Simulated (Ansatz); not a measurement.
# Single-point calculation, with input and output: C12H27O3P

The run: single-point calculation of C12H27O3P. Method and program: RKS PBE0-D4/def2-TZVP (Ansatz 0.2.0).

The geometry comes from this level: PBE-D4/def2-SVP. Figures and captions count atoms from 1; the log counts them from 0 in places.

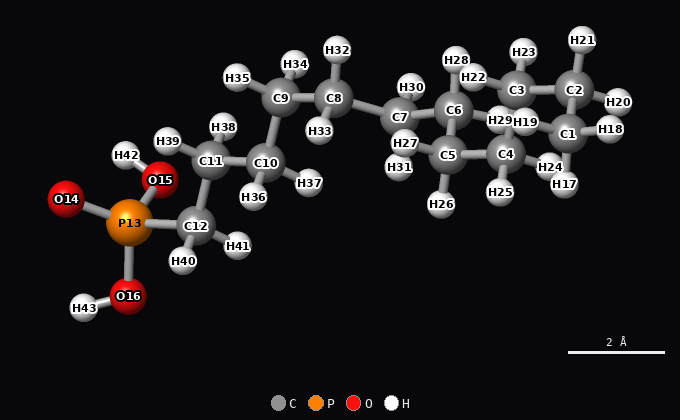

**Figure 1.** The structure as given in the input (ball-and-stick view, seen at a tilt; atoms are numbered from 1 in the order of the input).

Summary

| quantity | value |
| --- | --- |
| outcome | converged |
| total energy | −28301.1694 eV |
| mean-field energy | −28300.2588 eV |
| dispersion energy | −0.9106 eV |
| SCF solution under orbital rotations | stable |
| HOMO | −8.33 eV |
| LUMO | 0.57 eV |
| largest force (length of the vector) | 2.186 eV/Å |
| dipole moment | 1.45 D |
| hardware | 2 CPU threads, shared host |
| wall time | 5.5 s (CPU time 7.1 s) |
| peak memory | 1.1 GiB |

Input
```yaml
crystal:
  periodic: [false, false, false]
  atoms:
    - {symbol: C, position_ang: [-6.957608, 0.385001, -0.530623]}
    - {symbol: C, position_ang: [-6.197948, -0.940858, -0.435914]}
    - {symbol: C, position_ang: [-4.720502, -0.808699, -0.036473]}
    - {symbol: C, position_ang: [-3.843937, -0.082785, -1.064775]}
    - {symbol: C, position_ang: [-2.369839, 0.061353, -0.660735]}
    - {symbol: C, position_ang: [-1.604751, -1.263592, -0.545621]}
    - {symbol: C, position_ang: [-0.097167, -1.110654, -0.301947]}
    - {symbol: C, position_ang: [0.269096, -0.463086, 1.039908]}
    - {symbol: C, position_ang: [1.771113, -0.454221, 1.353815]}
    - {symbol: C, position_ang: [2.620114, 0.396056, 0.402696]}
    - {symbol: C, position_ang: [4.102861, 0.421573, 0.782135]}
    - {symbol: C, position_ang: [4.955170, 1.264254, -0.172480]}
    - {symbol: P, position_ang: [6.695833, 1.334602, 0.321702]}
    - {symbol: O, position_ang: [7.054356, 1.865955, 1.681522]}
    - {symbol: O, position_ang: [7.161224, -0.227333, 0.075662]}
    - {symbol: O, position_ang: [7.364668, 2.185039, -0.919947]}
    - {symbol: H, position_ang: [-6.541409, 1.050410, -1.314586]}
    - {symbol: H, position_ang: [-8.027045, 0.222616, -0.774735]}
    - {symbol: H, position_ang: [-6.916053, 0.940879, 0.430098]}
    - {symbol: H, position_ang: [-6.263343, -1.477185, -1.409493]}
    - {symbol: H, position_ang: [-6.707703, -1.598500, 0.301225]}
    - {symbol: H, position_ang: [-4.649830, -0.277929, 0.941291]}
    - {symbol: H, position_ang: [-4.310983, -1.825808, 0.144351]}
    - {symbol: H, position_ang: [-3.907208, -0.619931, -2.039364]}
    - {symbol: H, position_ang: [-4.258914, 0.930726, -1.253188]}
    - {symbol: H, position_ang: [-1.852941, 0.704489, -1.407862]}
    - {symbol: H, position_ang: [-2.313013, 0.615963, 0.302423]}
    - {symbol: H, position_ang: [-2.040037, -1.882946, 0.270054]}
    - {symbol: H, position_ang: [-1.761000, -1.845630, -1.481320]}
    - {symbol: H, position_ang: [0.380430, -2.114695, -0.353122]}
    - {symbol: H, position_ang: [0.344914, -0.524164, -1.138285]}
    - {symbol: H, position_ang: [-0.264260, -1.004433, 1.852838]}
    - {symbol: H, position_ang: [-0.113568, 0.581243, 1.073662]}
    - {symbol: H, position_ang: [2.155274, -1.499896, 1.347618]}
    - {symbol: H, position_ang: [1.923030, -0.085449, 2.392199]}
    - {symbol: H, position_ang: [2.223878, 1.437095, 0.385623]}
    - {symbol: H, position_ang: [2.519985, 0.019068, -0.639041]}
    - {symbol: H, position_ang: [4.504074, -0.614610, 0.801899]}
    - {symbol: H, position_ang: [4.223911, 0.815800, 1.814598]}
    - {symbol: H, position_ang: [4.603982, 2.317217, -0.209129]}
    - {symbol: H, position_ang: [4.917364, 0.875832, -1.212504]}
    - {symbol: H, position_ang: [7.851147, -0.445941, 0.733384]}
    - {symbol: H, position_ang: [8.076635, 2.743173, -0.547562]}
basis:
  gaussian: {orbitals: def2-TZVP, fitting: {mean_field: def2-universal-jkfit}, initial_orbitals: start.molden}
hamiltonian: {xc: pbe0, dispersion: d4}
scf: {omitted_lower_state_checks: [starts]}
output: {forces: true, orbitals: {seedname: orbitals}}
```

Launch command:
```bash
ansatz run in.yaml --threads 2 --pin off --events-out ev --progress --plain --max-ram 32768MiB --backend cuda --devices 0, --max-vram 18GiB
```

Output
```
Functional definition: PBE0
  name "PBE0"
  cite "Adamo & Barone, J. Chem. Phys. 110, 6158 (1999) doi:10.1063/1.478522"
  cite "Perdew, Burke & Ernzerhof, Phys. Rev. Lett. 77, 3865 (1996) doi:10.1103/PhysRevLett.77.3865"
  parent pbe
  parameter a = 0.25
  parameter kappa = 0.804
  parameter beta = 0.06672455060314922
  exchange = (1 - a)*pbe_x(kappa = kappa, mu = beta*pi^2/3) + a*exact_x
  correlation = pbe_c(beta = beta)
these checks for a lower state are left out or cut short: starts
1745 factors; integrals over basis functions are off by at most 8.8e-1 eV
mean field evaluation 1: about -28289.4654 eV, gradient 2.4e2 eV
mean field evaluation 2: about -28299.9937 eV, gradient 1.0e1 eV
mean field evaluation 4: about -28300.2583 eV, gradient 3.2e-1 eV
mean field evaluation 8: about -28300.2587 eV, gradient 6.7e-6 eV
mean field -28300.25870285 eV, -1040.0153247253 hartree, gradient 6.7e-6 eV, S^2 0.000000; 0 other end points of the search recorded, 0 dependent functions left out
the calculation of the forces begins
reference -28300.25876913 eV, -1040.0153271612 hartree; 69, 69 occupied and 595, 595 virtual orbitals, 1745 factors
Total energy: -28301.16936412 eV, -1040.0487909098 hartree
Atom 0 at    -6.957608     0.385001    -0.530623 Å, force    -0.088939     0.271294    -0.013545 eV/Å
Atom 1 at    -6.197948    -0.940858    -0.435914 Å, force    -0.100569    -0.282950    -0.083672 eV/Å
Atom 2 at    -4.720502    -0.808699    -0.036473 Å, force     0.138785    -0.080768     0.278739 eV/Å
Atom 3 at    -3.843937    -0.082785    -1.064775 Å, force    -0.137273     0.076658    -0.280153 eV/Å
Atom 4 at    -2.369839     0.061353    -0.660735 Å, force     0.157066     0.267669     0.100518 eV/Å
Atom 5 at    -1.604751    -1.263592    -0.545621 Å, force    -0.179508    -0.276420     0.018291 eV/Å
Atom 6 at    -0.097167    -1.110654    -0.301947 Å, force     0.238252    -0.041466    -0.215461 eV/Å
Atom 7 at     0.269096    -0.463086     1.039908 Å, force    -0.235634     0.150302     0.159350 eV/Å
Atom 8 at     1.771113    -0.454221     1.353815 Å, force     0.176013    -0.175992     0.209048 eV/Å
Atom 9 at     2.620114     0.396056     0.402696 Å, force    -0.125174     0.180522    -0.311685 eV/Å
Atom 10 at     4.102861     0.421573     0.782135 Å, force     0.160212    -0.194122     0.345152 eV/Å
Atom 11 at     4.955170     1.264254    -0.172480 Å, force     0.057649     0.246842    -0.167985 eV/Å
Atom 12 at     6.695833     1.334602     0.321702 Å, force     0.671752     0.035790     0.384190 eV/Å
Atom 13 at     7.054356     1.865955     1.681522 Å, force    -0.447965    -0.778048    -1.993525 eV/Å
Atom 14 at     7.161224    -0.227333     0.075662 Å, force     0.194918     1.270722     0.713454 eV/Å
Atom 15 at     7.364668     2.185039    -0.919947 Å, force    -0.005646    -0.371826     1.422106 eV/Å
Atom 16 at    -6.541409     1.050410    -1.314586 Å, force    -0.186413    -0.344380     0.375569 eV/Å
Atom 17 at    -8.027045     0.222616    -0.774735 Å, force     0.519507     0.045101     0.120246 eV/Å
Atom 18 at    -6.916053     0.940879     0.430098 Å, force    -0.006487    -0.284393    -0.447134 eV/Å
Atom 19 at    -6.263343    -1.477185    -1.409493 Å, force     0.040947     0.276298     0.448905 eV/Å
Atom 20 at    -6.707703    -1.598500     0.301225 Å, force     0.246715     0.331074    -0.330545 eV/Å
Atom 21 at    -4.649830    -0.277929     0.941291 Å, force    -0.045191    -0.224240    -0.465723 eV/Å
Atom 22 at    -4.310983    -1.825808     0.144351 Å, force    -0.205099     0.476462    -0.110895 eV/Å
Atom 23 at    -3.907208    -0.619931    -2.039364 Å, force     0.041116     0.228108     0.462176 eV/Å
Atom 24 at    -4.258914     0.930726    -1.253188 Å, force     0.205999    -0.473558     0.112921 eV/Å
Atom 25 at    -1.852941     0.704489    -1.407862 Å, force    -0.247382    -0.311863     0.326296 eV/Å
Atom 26 at    -2.313013     0.615963     0.302423 Å, force    -0.038723    -0.282052    -0.443405 eV/Å
Atom 27 at    -2.040037    -1.882946     0.270054 Å, force     0.214144     0.312097    -0.369713 eV/Å
Atom 28 at    -1.761000    -1.845630    -1.481320 Å, force     0.087452     0.283953     0.420546 eV/Å
Atom 29 at     0.380430    -2.114695    -0.353122 Å, force    -0.237785     0.454667     0.039589 eV/Å
Atom 30 at     0.344914    -0.524164    -1.138285 Å, force    -0.224325    -0.256512     0.402917 eV/Å
Atom 31 at    -0.264260    -1.004433     1.852838 Å, force     0.262837     0.231552    -0.379828 eV/Å
Atom 32 at    -0.113568     0.581243     1.073662 Å, force     0.195401    -0.489243    -0.035997 eV/Å
Atom 33 at     2.155274    -1.499896     1.347618 Å, force    -0.189928     0.483643    -0.021815 eV/Å
Atom 34 at     1.923030    -0.085449     2.392199 Å, force    -0.087164    -0.152210    -0.489333 eV/Å
Atom 35 at     2.223878     1.437095     0.385623 Å, force     0.187782    -0.481036     0.035135 eV/Å
Atom 36 at     2.519985     0.019068    -0.639041 Å, force     0.051765     0.152505     0.499583 eV/Å
Atom 37 at     4.504074    -0.614610     0.801899 Å, force    -0.228284     0.477916    -0.024802 eV/Å
Atom 38 at     4.223911     0.815800     1.814598 Å, force    -0.093167    -0.179513    -0.492315 eV/Å
Atom 39 at     4.603982     2.317217    -0.209129 Å, force     0.156527    -0.488515     0.037692 eV/Å
Atom 40 at     4.917364     0.875832    -1.212504 Å, force     0.053262     0.158405     0.499229 eV/Å
Atom 41 at     7.851147    -0.445941     0.733384 Å, force    -0.468222     0.107105    -0.445635 eV/Å
Atom 42 at     8.076635     2.743173    -0.547562 Å, force    -0.479223    -0.349578    -0.288487 eV/Å
Dipole moment:    -0.130262    -0.149993    -0.228298 e Å
Checks for a lower state left out: starts
```

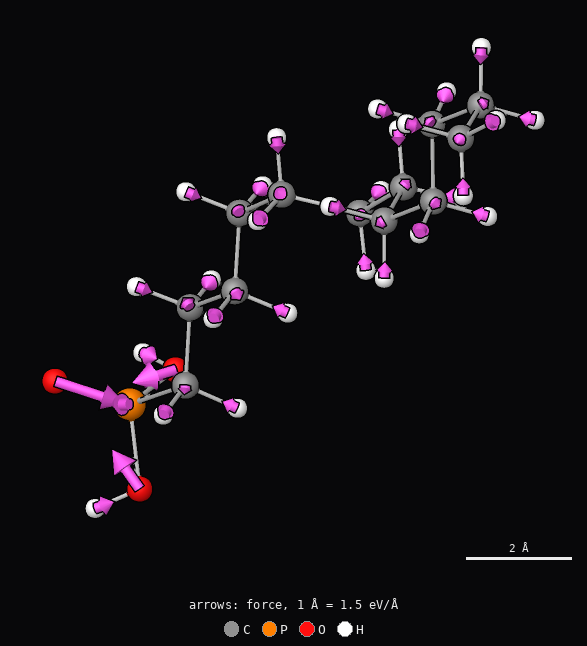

**Figure 2.** Forces on the atoms as pink arrows (ball-and-stick view, seen at a tilt). The largest act on O14 (2.19 eV/Å); O15, O16 (1.47 eV/Å); P13 (0.77 eV/Å); H43 (0.66 eV/Å). Atoms are counted from 1 in the order of the input and aren't labelled in the picture. The geometry is not a stationary point of this energy.

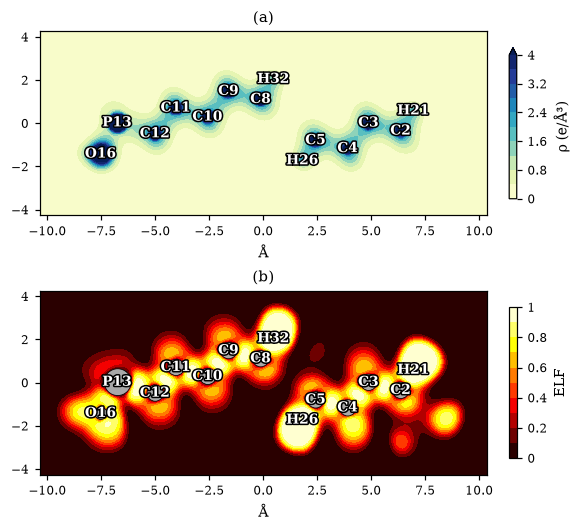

**Figure 3.** (a) electron density; (b) electron localisation function on the plane of atoms C9, C10 and C11. Grey discs, where drawn, cover atomic cores. C–H (1.11 Å): ρ is about 1.9 e/Å³ halfway; the ELF climbs to about 1 towards the hydrogen, as it does in any bond to H; a covalent bond by its length.

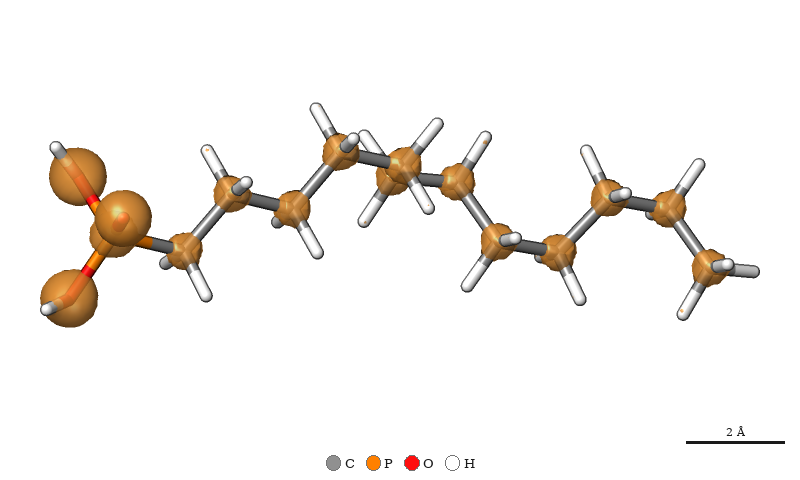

**Figure 4.** Isosurface of the electron density at 2 e/Å³ (orange), seen at a tilt. At this value the surface falls into 41 separate pieces. It is pinched off along the P–O (1.50 Å), C–C (1.53 Å) and C–P (1.81 Å) contacts. On the grid the lowest density along these lines, outside the cores, is 1.7 e/Å³ (P–O, 1.50 Å), 1.6 e/Å³ (C–C, 1.53 Å), 1.2 e/Å³ (C–P, 1.81 Å) and 2.3 e/Å³ (O–H, 0.98 Å).

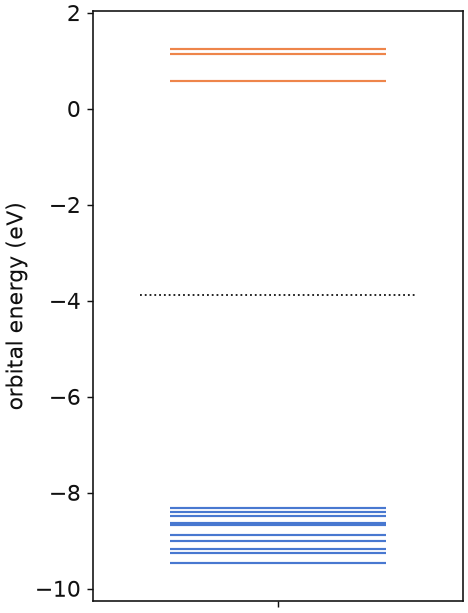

**Figure 5.** Orbital energies near the frontier; the dotted line parts filled from empty levels, and levels within 0.02 eV of each other stand side by side. Highest filled −8.33 eV, lowest empty 0.57 eV, 8.90 eV apart.
